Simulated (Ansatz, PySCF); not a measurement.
Torsion H4–O1–B2–I3 in BH2IO (SMILES OBI); at each angle all else is relaxed with GFN2-xTB, and the levels are single points there.
Geometry at 0° (charge 0, multiplicity 1):
| atom | x (Å) | y (Å) | z (Å) |
|---|---|---|---|
| O | -0.9905 | -0.2986 | -0.3690 |
| B | -0.0043 | 0.5465 | -0.2045 |
| I | 1.0558 | 0.7383 | 1.6362 |
| H | -1.2829 | -0.8756 | 0.3401 |
| H | 0.3008 | 1.2190 | -1.1088 |
Energies count from the point at 0°.

Correlated levels freeze the cores. Filled d and f shells under p-block atoms count as core. CBS(a, b) extrapolates the correlation energy as X⁻³ and adds the Hartree–Fock energy of set b. Rows in STO-3G carry no dispersion term and start afresh at each structure; the Pople sets are all-electron and without relativity.

The values were computed with Ansatz (Gaussian basis) for Hartree–Fock, density functionals and correlated methods; PySCF for STO-3G rows, the dispersion terms.  In def2 rows elements past Kr take small-core potentials, without spin–orbit coupling.

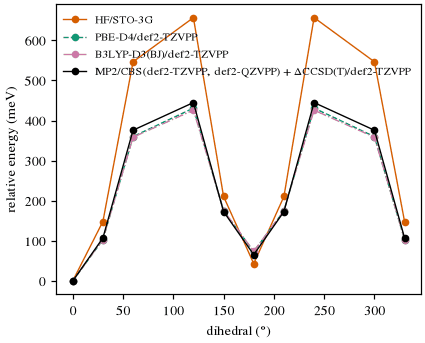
*Relative energy along the coordinate*

**Question.** Read off the HF/STO-3G curve at dihedral = 330.

**Answer.** about 150 meV

Ansatz is a first-principles code.
